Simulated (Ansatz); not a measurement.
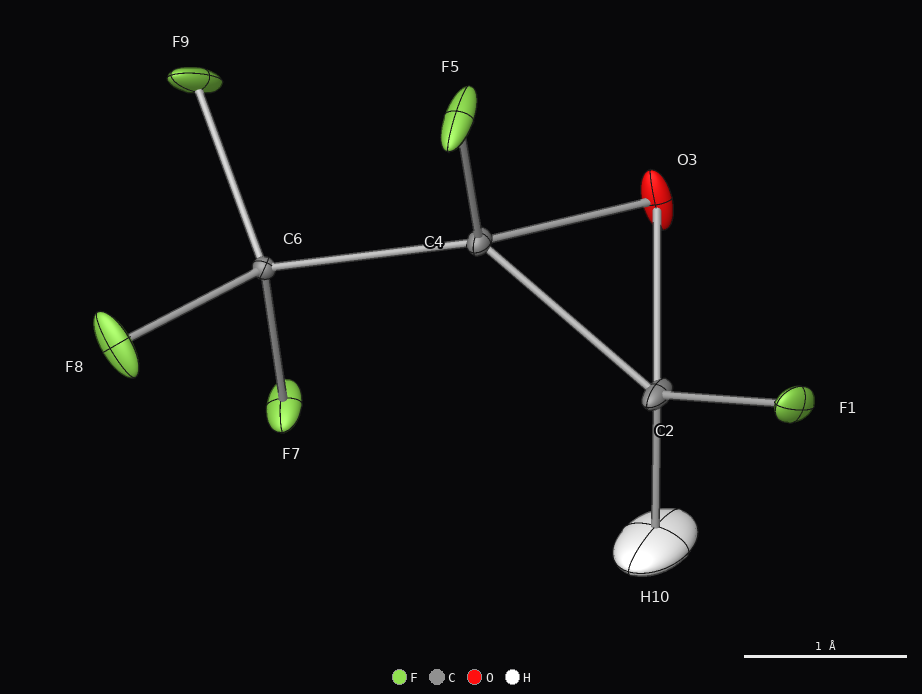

Displacement ellipsoids at the 50 % level, from the internal vibrations of the free molecule (harmonic, no overall translation or rotation; no half-axis is drawn under 0.075 Å). Vibrations computed with RKS PBE0-D4/def2-TZVP (Ansatz 0.2.0). Temperature: 298 K.

List U_eq and the three principal root-mean-square amplitudes for each kind of atom.

```csv
atom,U_eq (Å²),rms amplitudes (Å)
F1,0.0069,"0.047, 0.081, 0.109"
C2,0.0045,"0.037, 0.053, 0.097"
O3,0.0077,"0.040, 0.062, 0.133"
C4,0.0028,"0.034, 0.053, 0.067"
F5,0.0117,"0.050, 0.062, 0.169"
C6,0.0014,"0.036, 0.037, 0.039"
F7,0.0084,"0.032, 0.074, 0.136"
F8,0.0096,"0.032, 0.071, 0.151"
F9,0.0104,"0.033, 0.074, 0.157"
H10,0.0282,"0.079, 0.149, 0.237"
```
